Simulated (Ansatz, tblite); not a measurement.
# SnH2Me(NHMe) (C2H9NSn): removing and adding an electron

Aim: the energy of removing and adding an electron for SnH2Me(NHMe) (C2H9NSn), by energy differences, and how well orbital energies stand in for it.

Computed with Ansatz 0.2.0, Gaussian basis. Level: as each input shows.

Levels to be run: charge +1 doublet, at the geometry of the singlet (PBE0-D4/def2-TZVP, PBE-D4/def2-TZVP, r2SCAN-D4/def2-TZVP); charge -1 doublet, at the geometry of the singlet (PBE0-D4/def2-TZVPD, PBE-D4/def2-TZVPD, r2SCAN-D4/def2-TZVPD); the starting singlet's energies come from earlier runs.

2 further runs of the same task are left out: 2 set aside as unsound or not needed.

### Step 1. The geometry

The geometry is that of the singlet, from an earlier relaxation (PBE-D4/def2-SVP).

13 atoms, charge 0, spin multiplicity 1.

Atoms are counted from 1 here; the program's logs count them from 0.

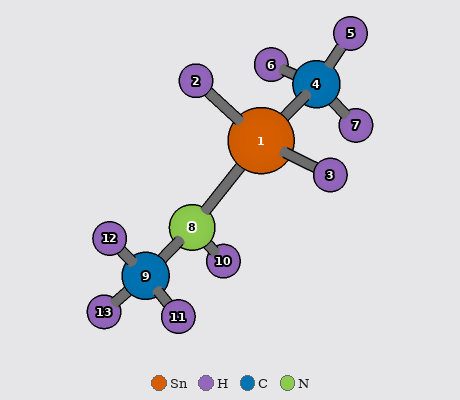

The structure; tin orange, hydrogen purple, carbon blue, nitrogen green; atoms are numbered from 1 in the order of the file.

Sn takes a core potential in the def2 sets. No spin-orbit coupling is included.

### Step 2. Charge +1 doublet at the fixed geometry, first pass, PBE0-D4/def2-SVP

The input, in.yaml:

```yaml
crystal:
  periodic: [false, false, false]
  atoms:
    - {symbol: Sn, position_ang: [0.644551, 0.650667, 0.346926]}
    - {symbol: H, position_ang: [0.762261, 0.531090, 2.070822]}
    - {symbol: H, position_ang: [2.248839, 0.618244, -0.348072]}
    - {symbol: C, position_ang: [-0.445943, 2.403483, -0.303429]}
    - {symbol: H, position_ang: [0.074018, 3.321800, 0.030363]}
    - {symbol: H, position_ang: [-1.463953, 2.381336, 0.129493]}
    - {symbol: H, position_ang: [-0.519549, 2.415146, -1.407982]}
    - {symbol: N, position_ang: [-0.527854, -0.971524, -0.196651]}
    - {symbol: C, position_ang: [-0.074747, -2.316675, 0.128183]}
    - {symbol: H, position_ang: [-0.807268, -0.908484, -1.183653]}
    - {symbol: H, position_ang: [0.828912, -2.684438, -0.422795]}
    - {symbol: H, position_ang: [0.166630, -2.382839, 1.211364]}
    - {symbol: H, position_ang: [-0.885887, -3.057816, -0.054557]}
basis:
  gaussian: {orbitals: def2-SVP}
total_charge: 1
magnetization: {spin_polarized: true, initial_magnetization: 1}
hamiltonian: {xc: pbe0, dispersion: d4}
output: {orbitals: {seedname: orbitals}}
```

Command:

```bash
$ ansatz run in.yaml --threads 2 --pin off --events-out ev --progress --plain --max-ram 4352MiB
```

The log of the run:

```text
Functional definition: PBE0
  name "PBE0"
  cite "Adamo & Barone, J. Chem. Phys. 110, 6158 (1999) doi:10.1063/1.478522"
  cite "Perdew, Burke & Ernzerhof, Phys. Rev. Lett. 77, 3865 (1996) doi:10.1103/PhysRevLett.77.3865"
  parent pbe
  parameter a = 0.25
  parameter kappa = 0.804
  parameter beta = 0.06672455060314922
  exchange = (1 - a)*pbe_x(kappa = kappa, mu = beta*pi^2/3) + a*exact_x
  correlation = pbe_c(beta = beta)
1247 factors; integrals over basis functions are off by at most 1.3e-3 eV
mean field evaluation 1: about -9503.4823 eV, gradient 6.3e1 eV
mean field evaluation 2: about -9428.8953 eV, gradient 1.1e2 eV
mean field evaluation 4: about -9523.4140 eV, gradient 2.2e1 eV
mean field evaluation 8: about -9525.9078 eV, gradient 3.7e-1 eV
mean field evaluation 16: about -9526.1164 eV, gradient 1.1e-2 eV
mean field -9526.11640690 eV, -350.0783209200 hartree, gradient 6.4e-5 eV, S^2 0.756998; 0 other end points of the search recorded, 0 dependent functions left out
reference -9526.11643959 eV, -350.0783221213 hartree; 25, 24 occupied and 88, 89 virtual orbitals, 1247 factors
Total energy: -9526.29035362 eV, -350.0847133439 hartree
```

Wall time 4.5 s (2 threads of Arm Neoverse V2, shared host).

Report: HOMO -12.99 eV, LUMO -10.20 eV (over both spins); ⟨S²⟩ 0.757 (pure: 0.75).

### Step 3. Charge +1 doublet at the fixed geometry, PBE0-D4/def2-TZVP

start.molden holds the orbitals of an earlier run on this state, given as this run's starting guess.

Changes to in.yaml since step 2:

```diff
@@ -17,3 +17,3 @@
 basis:
-  gaussian: {orbitals: def2-SVP}
+  gaussian: {orbitals: def2-TZVP, initial_orbitals: start.molden}
 total_charge: 1
@@ -21,2 +21,3 @@
 hamiltonian: {xc: pbe0, dispersion: d4}
+scf: {omitted_lower_state_checks: [starts]}
 output: {orbitals: {seedname: orbitals}}
```

Launched as before.

The log of the run:

```text
Functional definition: PBE0
  name "PBE0"
  cite "Adamo & Barone, J. Chem. Phys. 110, 6158 (1999) doi:10.1063/1.478522"
  cite "Perdew, Burke & Ernzerhof, Phys. Rev. Lett. 77, 3865 (1996) doi:10.1103/PhysRevLett.77.3865"
  parent pbe
  parameter a = 0.25
  parameter kappa = 0.804
  parameter beta = 0.06672455060314922
  exchange = (1 - a)*pbe_x(kappa = kappa, mu = beta*pi^2/3) + a*exact_x
  correlation = pbe_c(beta = beta)
these checks for a lower state are left out or cut short: starts
1372 factors; their error is unknown
mean field evaluation 1: about -9528.4567 eV, gradient 6.5e1 eV
mean field evaluation 2: about -9530.3938 eV, gradient 2.0e0 eV
mean field evaluation 4: about -9530.4743 eV, gradient 3.1e-1 eV
mean field evaluation 8: about -9530.4746 eV, gradient 1.8e-5 eV
mean field -9530.47459865 eV, -350.2384815126 hartree, gradient 1.8e-5 eV, S^2 0.757333; 0 other end points of the search recorded, 0 dependent functions left out
reference -9530.47463664 eV, -350.2384829086 hartree; 25, 24 occupied and 172, 173 virtual orbitals, 1372 factors
Total energy: -9530.64855066 eV, -350.2448741313 hartree
Checks for a lower state left out: starts
```

It took 9 s on 2 threads of Arm Neoverse V2, shared host; peak memory 0.59 GiB.

Report: HOMO -12.95 eV, LUMO -10.18 eV (over both spins); ⟨S²⟩ 0.757 (pure: 0.75).

### Step 4. Charge +1 doublet at the fixed geometry, PBE-D4/def2-TZVP

Changes to in.yaml since step 3:

```diff
@@ -20,3 +20,3 @@
 magnetization: {spin_polarized: true, initial_magnetization: 1}
-hamiltonian: {xc: pbe0, dispersion: d4}
+hamiltonian: {xc: pbe, dispersion: d4}
 scf: {omitted_lower_state_checks: [starts]}
```

Same command.

The log of the run:

```text
Functional definition: PBE
  name "PBE"
  cite "Perdew, Burke & Ernzerhof, Phys. Rev. Lett. 77, 3865 (1996) doi:10.1103/PhysRevLett.77.3865"
  parent pbe
  parameter kappa = 0.804
  parameter beta = 0.06672455060314922
  exchange = pbe_x(kappa = kappa, mu = beta*pi^2/3)
  correlation = pbe_c(beta = beta)
these checks for a lower state are left out or cut short: starts
1299 factors; their error is unknown
mean field evaluation 1: about -9529.5966 eV, gradient 5.9e0 eV
mean field evaluation 2: about -9529.7440 eV, gradient 4.0e-1 eV
mean field evaluation 4: about -9529.7134 eV, gradient 3.3e-1 eV
mean field evaluation 8: about -9529.7137 eV, gradient 7.2e-5 eV
mean field -9529.71368700 eV, -350.2105185252 hartree, gradient 2.4e-5 eV, S^2 0.754873; 0 other end points of the search recorded, 0 dependent functions left out
reference -9529.71373782 eV, -350.2105203929 hartree; 25, 24 occupied and 172, 173 virtual orbitals, 1299 factors
Total energy: -9529.91883511 eV, -350.2180575795 hartree
Checks for a lower state left out: starts
```

Wall time 6.5 s (2 threads of Arm Neoverse V2, shared host).

From the report: HOMO -11.87 eV, LUMO -11.30 eV (over both spins); ⟨S²⟩ 0.755 (pure: 0.75).

### Step 5. Charge +1 doublet at the fixed geometry, r2SCAN-D4/def2-TZVP

Changes to in.yaml since step 4:

```diff
@@ -20,3 +20,3 @@
 magnetization: {spin_polarized: true, initial_magnetization: 1}
-hamiltonian: {xc: pbe, dispersion: d4}
+hamiltonian: {xc: r2scan, dispersion: d4}
 scf: {omitted_lower_state_checks: [starts]}
```

The command is unchanged.

The log of the run:

```text
Functional definition: r2SCAN
  name "r2SCAN"
  cite "Furness, Kaplan, Ning, Perdew & Sun, J. Phys. Chem. Lett. 11, 8208 (2020) doi:10.1021/acs.jpclett.0c02405"
  cite "Furness, Kaplan, Ning, Perdew & Sun, J. Phys. Chem. Lett. 11, 9248 (2020) doi:10.1021/acs.jpclett.0c03077"
  parent r2scan
  parameter k0 = 0.174
  parameter k1 = 0.065
  parameter a1 = 4.9479
  exchange = r2scan_x(k0 = k0, k1 = k1, a1 = a1)
  correlation = r2scan_c
these checks for a lower state are left out or cut short: starts
1299 factors; their error is unknown
mean field evaluation 1: about -9534.8308 eV, gradient 3.8e0 eV
mean field evaluation 2: about -9534.8760 eV, gradient 6.4e-2 eV
mean field evaluation 4: about -9534.8485 eV, gradient 3.1e-3 eV
mean field -9534.84854511 eV, -350.3992210802 hartree, gradient 7.1e-5 eV, S^2 0.759455; 0 other end points of the search recorded, 0 dependent functions left out
reference -9534.84856313 eV, -350.3992217424 hartree; 25, 24 occupied and 172, 173 virtual orbitals, 1299 factors
Total energy: -9534.89920286 eV, -350.4010827182 hartree
Checks for a lower state left out: starts
```

Wall time 12 s (2 threads of Arm Neoverse V2, shared host).

HOMO -12.06 eV, LUMO -10.90 eV (over both spins); ⟨S²⟩ 0.759 (pure: 0.75).

### Step 6. Vertical ionisation energy

Charged state less starting state, singlet to doublet; the starting state's energies are those of its earlier runs.

```csv
level,vertical ionisation energy (eV),time
PBE-D4/def2-TZVP,+8.25,9.4 s
r2SCAN-D4/def2-TZVP,+8.20,18 s
PBE0-D4/def2-TZVP,+8.31,13 s
```

Times add the two runs; a level without a time comes out of a correlated run.

Beside −ε(HOMO) of the starting state:

```csv
level,−ε(HOMO) (eV),by difference (eV),mismatch (eV)
PBE-D4/def2-TZVP,5.01,8.25,-3.24
r2SCAN-D4/def2-TZVP,5.27,8.20,-2.94
PBE0-D4/def2-TZVP,6.35,8.31,-1.96
```

### Step 7. Charge -1 doublet at the fixed geometry, first pass, PBE0-D4/def2-SVP

Changes to in.yaml since step 5:

```diff
@@ -17,7 +17,6 @@
 basis:
-  gaussian: {orbitals: def2-TZVP, initial_orbitals: start.molden}
-total_charge: 1
+  gaussian: {orbitals: def2-SVP}
+total_charge: -1
 magnetization: {spin_polarized: true, initial_magnetization: 1}
-hamiltonian: {xc: r2scan, dispersion: d4}
-scf: {omitted_lower_state_checks: [starts]}
+hamiltonian: {xc: pbe0, dispersion: d4}
 output: {orbitals: {seedname: orbitals}}
```

Same command.

The log of the run:

```text
Functional definition: PBE0
  name "PBE0"
  cite "Adamo & Barone, J. Chem. Phys. 110, 6158 (1999) doi:10.1063/1.478522"
  cite "Perdew, Burke & Ernzerhof, Phys. Rev. Lett. 77, 3865 (1996) doi:10.1103/PhysRevLett.77.3865"
  parent pbe
  parameter a = 0.25
  parameter kappa = 0.804
  parameter beta = 0.06672455060314922
  exchange = (1 - a)*pbe_x(kappa = kappa, mu = beta*pi^2/3) + a*exact_x
  correlation = pbe_c(beta = beta)
1247 factors; integrals over basis functions are off by at most 1.3e-3 eV
mean field evaluation 1: about -9526.9157 eV, gradient 3.1e1 eV
mean field evaluation 2: about -9523.1745 eV, gradient 4.0e1 eV
mean field evaluation 4: about -9531.6894 eV, gradient 1.7e0 eV
mean field evaluation 8: about -9531.9663 eV, gradient 4.7e-1 eV
mean field evaluation 16: about -9532.1378 eV, gradient 1.9e0 eV
mean field evaluation 32: about -9531.9143 eV, gradient 3.4e0 eV
mean field -9532.20656564 eV, -350.3021301257 hartree, gradient 1.9e-5 eV, S^2 0.753026; 5 other end points of the search recorded, 0 dependent functions left out
reference -9532.20660128 eV, -350.3021314353 hartree; 26, 25 occupied and 87, 88 virtual orbitals, 1247 factors
Total energy: -9532.44733456 eV, -350.3109782202 hartree
```

Run time: 9.5 s. Hardware: 2 threads of Arm Neoverse V2, shared host.

From the report: HOMO 3.68 eV, LUMO 5.22 eV (over both spins); ⟨S²⟩ 0.753 (pure: 0.75). Doubts: highest occupied level lies above zero.

### Step 8. Charge -1 doublet at the fixed geometry, PBE0-D4/def2-TZVPD

Changes to in.yaml since step 7:

```diff
@@ -17,3 +17,3 @@
 basis:
-  gaussian: {orbitals: def2-SVP}
+  gaussian: {orbitals: def2-TZVPD, initial_orbitals: start.molden}
 total_charge: -1
@@ -21,2 +21,3 @@
 hamiltonian: {xc: pbe0, dispersion: d4}
+scf: {omitted_lower_state_checks: [starts]}
 output: {orbitals: {seedname: orbitals}}
```

Launched as before.

The log of the run:

```text
Functional definition: PBE0
  name "PBE0"
  cite "Adamo & Barone, J. Chem. Phys. 110, 6158 (1999) doi:10.1063/1.478522"
  cite "Perdew, Burke & Ernzerhof, Phys. Rev. Lett. 77, 3865 (1996) doi:10.1103/PhysRevLett.77.3865"
  parent pbe
  parameter a = 0.25
  parameter kappa = 0.804
  parameter beta = 0.06672455060314922
  exchange = (1 - a)*pbe_x(kappa = kappa, mu = beta*pi^2/3) + a*exact_x
  correlation = pbe_c(beta = beta)
these checks for a lower state are left out or cut short: starts
1474 factors; their error is unknown
mean field evaluation 1: about -9534.3794 eV, gradient 6.8e1 eV
mean field evaluation 2: about -9537.0724 eV, gradient 3.5e0 eV
mean field evaluation 4: about -9537.6317 eV, gradient 6.6e-1 eV
mean field evaluation 8: about -9537.8180 eV, gradient 3.8e-1 eV
mean field evaluation 16: about -9537.8649 eV, gradient 2.4e-5 eV
mean field -9537.86492609 eV, -350.5100710368 hartree, gradient 8.5e-6 eV, S^2 0.750192; 0 other end points of the search recorded, 0 dependent functions left out
reference -9537.86496989 eV, -350.5100726464 hartree; 26, 25 occupied and 222, 223 virtual orbitals, 1474 factors
Total energy: -9538.10570317 eV, -350.5189194313 hartree
Checks for a lower state left out: starts
```

Run time: 37 s. Hardware: 2 threads of Arm Neoverse V2, shared host; peak memory 0.94 GiB.

Report: HOMO 1.85 eV, LUMO 2.91 eV (over both spins); ⟨S²⟩ 0.750 (pure: 0.75). Doubts: highest occupied level lies above zero.

### Step 9. Charge -1 doublet at the fixed geometry, PBE-D4/def2-TZVPD

Changes to in.yaml since step 8:

```diff
@@ -20,3 +20,3 @@
 magnetization: {spin_polarized: true, initial_magnetization: 1}
-hamiltonian: {xc: pbe0, dispersion: d4}
+hamiltonian: {xc: pbe, dispersion: d4}
 scf: {omitted_lower_state_checks: [starts]}
```

The command is unchanged.

The log of the run:

```text
Functional definition: PBE
  name "PBE"
  cite "Perdew, Burke & Ernzerhof, Phys. Rev. Lett. 77, 3865 (1996) doi:10.1103/PhysRevLett.77.3865"
  parent pbe
  parameter kappa = 0.804
  parameter beta = 0.06672455060314922
  exchange = pbe_x(kappa = kappa, mu = beta*pi^2/3)
  correlation = pbe_c(beta = beta)
these checks for a lower state are left out or cut short: starts
1390 factors; their error is unknown
mean field evaluation 1: about -9537.1075 eV, gradient 6.0e0 eV
mean field evaluation 2: about -9537.2214 eV, gradient 1.2e-1 eV
mean field evaluation 4: about -9537.1804 eV, gradient 8.5e-3 eV
mean field evaluation 8: about -9537.1804 eV, gradient 1.5e-5 eV
mean field -9537.18038303 eV, -350.4849145434 hartree, gradient 1.1e-5 eV, S^2 0.750153; 0 other end points of the search recorded, 0 dependent functions left out
reference -9537.18044075 eV, -350.4849166645 hartree; 26, 25 occupied and 222, 223 virtual orbitals, 1390 factors
Total energy: -9537.46385395 eV, -350.4953319073 hartree
Checks for a lower state left out: starts
```

Wall time 13 s (2 threads of Arm Neoverse V2, shared host).

From the report: HOMO 2.08 eV, LUMO 2.39 eV (over both spins); ⟨S²⟩ 0.750 (pure: 0.75). Doubts: highest occupied level lies above zero.

### Step 10. Charge -1 doublet at the fixed geometry, r2SCAN-D4/def2-TZVPD

Changes to in.yaml since step 9:

```diff
@@ -20,3 +20,3 @@
 magnetization: {spin_polarized: true, initial_magnetization: 1}
-hamiltonian: {xc: pbe, dispersion: d4}
+hamiltonian: {xc: r2scan, dispersion: d4}
 scf: {omitted_lower_state_checks: [starts]}
```

Same command.

The log of the run:

```text
Functional definition: r2SCAN
  name "r2SCAN"
  cite "Furness, Kaplan, Ning, Perdew & Sun, J. Phys. Chem. Lett. 11, 8208 (2020) doi:10.1021/acs.jpclett.0c02405"
  cite "Furness, Kaplan, Ning, Perdew & Sun, J. Phys. Chem. Lett. 11, 9248 (2020) doi:10.1021/acs.jpclett.0c03077"
  parent r2scan
  parameter k0 = 0.174
  parameter k1 = 0.065
  parameter a1 = 4.9479
  exchange = r2scan_x(k0 = k0, k1 = k1, a1 = a1)
  correlation = r2scan_c
these checks for a lower state are left out or cut short: starts
1390 factors; their error is unknown
mean field evaluation 1: about -9542.1084 eV, gradient 3.8e0 eV
mean field evaluation 2: about -9542.1555 eV, gradient 6.4e-2 eV
mean field evaluation 4: about -9542.1228 eV, gradient 2.0e-2 eV
mean field evaluation 8: about -9542.1228 eV, gradient 2.7e-5 eV
mean field evaluation 16: about -9542.1228 eV, gradient 1.8e-5 eV
mean field -9542.12282906 eV, -350.6665460847 hartree, gradient 6.3e-6 eV, S^2 0.750501; 0 other end points of the search recorded, 0 dependent functions left out
reference -9542.12286358 eV, -350.6665473535 hartree; 26, 25 occupied and 222, 223 virtual orbitals, 1390 factors
Total energy: -9542.19521810 eV, -350.6692063330 hartree
Checks for a lower state left out: starts
```

Run time: 51 s. Hardware: 2 threads of Arm Neoverse V2, shared host; peak memory 0.84 GiB.

HOMO 2.15 eV, LUMO 2.60 eV (over both spins); ⟨S²⟩ 0.751 (pure: 0.75). Doubts: highest occupied level lies above zero.

### Step 11. Vertical electron affinity

Starting state less charged state (positive: the electron is bound), singlet to doublet; the starting state's energies are those of its earlier runs.

```csv
level,vertical electron affinity (eV),time
PBE-D4/def2-TZVPD,-0.75,17 s
r2SCAN-D4/def2-TZVPD,-0.94,60 s
PBE0-D4/def2-TZVPD,-0.89,43 s
```

Times add the two runs; a level without a time comes out of a correlated run.

Beside −ε(LUMO) of the starting state:

```csv
level,−ε(LUMO) (eV),by difference (eV),mismatch (eV)
PBE-D4/def2-TZVPD,0.77,-0.75,+1.52
r2SCAN-D4/def2-TZVPD,0.35,-0.94,+1.29
PBE0-D4/def2-TZVPD,-0.01,-0.89,+0.89
```

### Step 12. Outcome

```
                                             quantity                                   value
 vertical ionisation energy, functionals in def2-TZVP   8.20 (r2SCAN-D4) to 8.31 eV (PBE0-D4)
vertical electron affinity, functionals in def2-TZVPD  -0.94 (r2SCAN-D4) to -0.75 eV (PBE-D4)
```

**Reading.** The vertical ionisation energy spans 8.20 to 8.31 eV over the functionals. −ε(HOMO) misses the level's own difference by -1.96 eV at best (PBE0-D4) and -3.24 eV at worst (PBE-D4). The vertical electron affinity spans -0.94 to -0.75 eV over the functionals. A negative affinity means an unbound electron, held by the basis alone. −ε(LUMO) misses the level's own difference by +0.89 eV at best (PBE0-D4) and +1.52 eV at worst (PBE-D4).
